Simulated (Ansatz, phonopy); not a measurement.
# GaP (F-43m): a volume series of phonon spectra, part 4 of 4

Wanted: mode Grüneisen parameters of GaP and a free-energy fit over volumes.

Experimental results on record:
- volume expansion coefficient 15.9 1e-6/K, heat capacity C_P per formula unit 44.2 J/mol/K and bulk modulus 88.7 GPa near room temperature (given in “High-Throughput Prediction of Finite-Temperature Properties using the Quasi-Harmonic Approximation”, 2016, arXiv:1603.06924)

Ansatz 0.2.0; DFT LDA, scalar-relativistic, plane waves, PAW.

So far. Step 14 (Single point at a scaled cell, V/V0 1.05): The run ends at a pressure of -3.95 GPa. Step 15 (Lattice dynamics at this volume, V/V0 1.05): No mode is imaginary beyond numerical noise at the solved wavevectors. The highest zone-centre mode (no LO–TO term) moved by -5.8 % for a volume change of +5.0 %.

## 16. Mode Grüneisen parameters (continued)

The optical frequency at Gamma without the LO-TO term, mode 4 by V/V0:

| V/V0 | optical frequency at Gamma without the LO-TO term, mode 4 (cm⁻¹) |
| --- | --- |
| 0.9700 | 379 |
| 0.9850 | 372 |
| 1.0000 | 365 |
| 1.0150 | 358 |
| 1.0300 | 352 |
| 1.0500 | 344 |

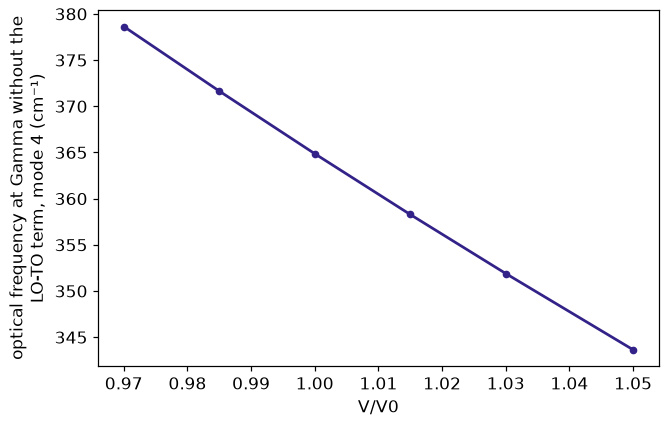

Optical frequency at Gamma without the LO-TO term, mode 4, plotted against V/V0.

Grüneisen at points, by row:

| point | branch | frequency (cm⁻¹) | mode Grüneisen parameter |
| --- | --- | --- | --- |
| Γ | 4 | 364.9 | 1.22 |
| Γ | 6 | 395.2 | 1.05 |
| X | 1 | 101.5 | -1.12 |
| X | 3 | 251.2 | 0.99 |
| X | 4 | 362.1 | 1.5 |
| X | 6 | 366.9 | 1.2 |
| U | 1 | 105.7 | -0.76 |
| U | 2 | 133.6 | 0.18 |
| U | 3 | 226.7 | 1.07 |
| U | 4 | 336.4 | 1.34 |
| U | 5 | 359.7 | 1.48 |
| U | 6 | 392.6 | 1.34 |
| K | 1 | 105.7 | -0.76 |
| K | 2 | 133.6 | 0.18 |
| K | 3 | 226.7 | 1.07 |
| K | 4 | 336.4 | 1.34 |
| K | 5 | 359.7 | 1.48 |
| K | 6 | 392.6 | 1.34 |
| L | 1 | 78.9 | -1.24 |
| L | 3 | 233.1 | 0.84 |
| L | 4 | 362.8 | 1.38 |
| L | 6 | 370.6 | 1.3 |
| W | 1 | 123.5 | 0.08 |
| W | 2 | 142.7 | 0 |
| W | 3 | 216.4 | 1.15 |
| W | 4 | 328.4 | 1.31 |
| W | 5 | 364.2 | 1.5 |
| W | 6 | 393.3 | 1.34 |

## 17. Quasi-harmonic fit by phonopy

Numbers from this step:

```
volume expansion coefficient at 300 K : 14.88 1e-6/K
isothermal bulk modulus at 300 K      : 86.8 GPa
C_P at 300 K                          : 21.82 J/mol-atom/K
Grüneisen parameter at 300 K          : 0.706
```

The energy (each curve on its own zero) by volume; values in meV/atom:

| volume (Å³/atom) | static | F at 0 K | F at 300 K | F at 900 K |
| --- | --- | --- | --- | --- |
| 19.000 | 5.22 | 7.15 | 7.98 | 12.1 |
| 19.294 | 1.26 | 2.42 | 2.97 | 5.58 |
| 19.588 | 0 | 0.4 | 0.63 | 1.64 |
| 19.882 | 1.21 | 0.85 | 0.75 | 0.1 |
| 20.176 | 4.71 | 3.62 | 3.14 | 0.77 |
| 20.567 | 12.6 | 10.6 | 9.55 | 4.82 |

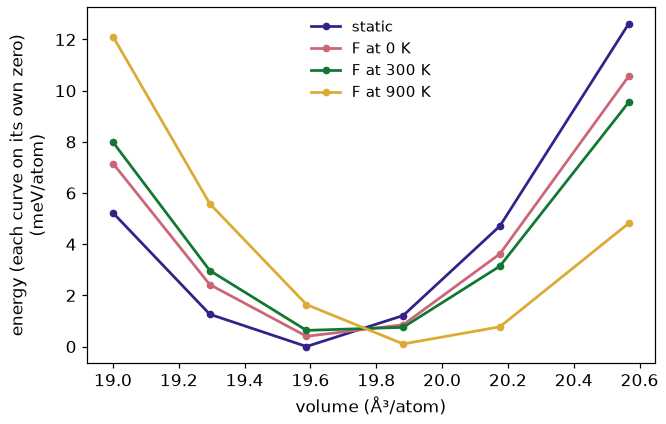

Energy (each curve on its own zero) against volume.

Phonopy-qha, vinet fit of F(V) at each temperature; no electronic free energy. Qha vinet, by row:

| T (K) | fitted volume (Å³/atom) | alpha_V (1e-6/K) | B_T (GPa) | C_P (J/mol-atom/K) | Grueneisen |
| --- | --- | --- | --- | --- | --- |
| 100 | 19.68 | 3.07 | 88.54 | 10.93 | 0.2939 |
| 150 | 19.68 | 7.71 | 88.19 | 15.67 | 0.5141 |
| 200 | 19.69 | 11.14 | 87.76 | 18.73 | 0.6199 |
| 250 | 19.71 | 13.39 | 87.29 | 20.62 | 0.6743 |
| 300 | 19.72 | 14.88 | 86.8 | 21.82 | 0.7056 |
| 350 | 19.73 | 15.92 | 86.31 | 22.61 | 0.7255 |
| 400 | 19.75 | 16.69 | 85.8 | 23.17 | 0.7392 |
| 450 | 19.77 | 17.28 | 85.29 | 23.57 | 0.7492 |
| 500 | 19.78 | 17.76 | 84.78 | 23.87 | 0.757 |
| 550 | 19.8 | 18.16 | 84.27 | 24.1 | 0.7633 |
| 600 | 19.82 | 18.51 | 83.75 | 24.28 | 0.7687 |
| 650 | 19.84 | 18.82 | 83.24 | 24.43 | 0.7733 |
| 700 | 19.86 | 19.1 | 82.72 | 24.56 | 0.7775 |
| 750 | 19.88 | 19.36 | 82.21 | 24.66 | 0.7813 |
| 800 | 19.9 | 19.6 | 81.69 | 24.75 | 0.7848 |
| 850 | 19.92 | 19.84 | 81.17 | 24.83 | 0.7881 |

The volume expansion coefficient, phonopy-qha, Vinet by temperature:

| temperature (K) | volume expansion coefficient, phonopy-qha, Vinet (1e-6/K) |
| --- | --- |
| 75 | 0.96 |
| 125 | 5.48 |
| 200 | 11.1 |
| 250 | 13.4 |
| 325 | 15.4 |
| 375 | 16.3 |
| 450 | 17.3 |
| 500 | 17.8 |
| 575 | 18.3 |
| 625 | 18.7 |
| 700 | 19.1 |
| 750 | 19.4 |
| 825 | 19.7 |
| 875 | 19.9 |

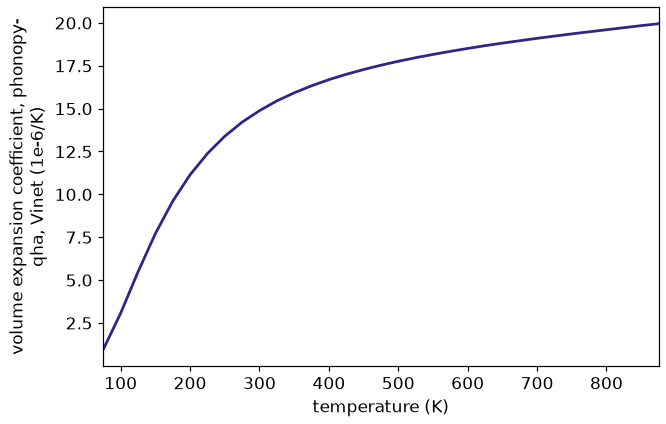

Volume expansion coefficient, phonopy-qha, Vinet against temperature.

The fit gives a volume expansion of 14.9 × 10⁻⁶/K at 300 K.

## 18. Outcome

- volume expansion coefficient at 300 K: 14.88 1e-6/K
- isothermal bulk modulus at 300 K: 86.8 GPa
- C_P at 300 K: 21.82 J/mol-atom/K
- Grüneisen parameter at 300 K: 0.706
- mean mode Grüneisen parameter at 300 K: 0.688

**Reading.** Near room temperature GaP expands by 14.9 × 10⁻⁶/K in volume by LDA, with C_P = 21.8 J/(mol K) per mole of atoms and B_T = 86.8 GPa. C_P at room temperature is 87 % of the classical 3R an atom, so the stiffest modes are still partly frozen out. A measured volume expansion coefficient near room temperature is 15.9 1e-6/K (arXiv:1603.06924); the calculated 14.9 1e-6/K differs by -6 %. A measured bulk modulus near room temperature is 88.7 GPa (arXiv:1603.06924); the calculated 86.8 GPa differs by -2 %. The table does not say whether its value is isothermal or adiabatic. A measured heat capacity per formula unit near room temperature is 44.2 J/mol/K (arXiv:1603.06924); the calculated 43.6 J/mol/K differs by -1 %. The heat-capacity-weighted Grüneisen parameter goes from -0.128 at 50 K to 0.748 at 800 K; 22 % of the modes stiffen on expansion. Weighting γ by the density of states and each mode's heat capacity at 300 K, the lowest third of the frequency range (cuts at 130 and 260 cm⁻¹) pulls the cell inward, while the rest pushes it outward. Among the labelled points γ is largest for branch 4 at X (362 cm⁻¹, 1.5) and most negative for branch 1 at L (78.9 cm⁻¹, -1.2). The log warns that the k-mesh is coarse for the response calculation and asks for a check on a denser one. The interpolation has no quadrupole term, so branches near the zone centre are less sure, since this crystal has sites that are not centres of inversion. The PAW files were made for PBE and are used here under another functional, for which the program regenerates the frozen cores.

[Logs are printed without paths, hosts, clocks, repeated set-up lines and the standing remarks that a program may print on its own settings, such as how far it seeks lower states.]

[Hosts, paths, dates, database ids (printed as entryN), source tags and the programs' standing remarks are cut or masked in the printed files.]

[A step with changed settings may run another functional than the one named; its input shows which.]

[Of the runs on displaced cells, only some may be shown.]
